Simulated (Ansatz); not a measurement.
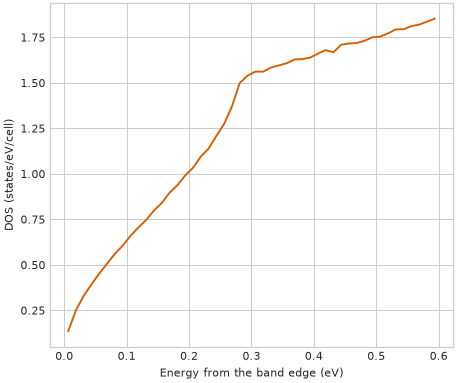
Figure: Density of states of Ca$_{3}$AsCl$_{3}$ (Pm-3m) above the conduction band minimum, PBEsol, rigid bands (Ansatz, a quantum-chemistry and plane-wave program); cell volume 183.7 Å³.

Task: What effective density of states at 300 K does this give (∫ g(E) exp(−E/k_BT) dE, both spins, divided by the cell's size)?

Result: 3.8e19 cm⁻³, a density-of-states mass of 1.31 mₑ, valleys and band degeneracy included.

Spin-orbit coupling is left out. Geometry: cell and atoms relaxed with PBEsol.

Computed structure with no diffraction record at hand here (it may be known, metastable or hypothetical): Ca3AsCl3 (Pm-3m).
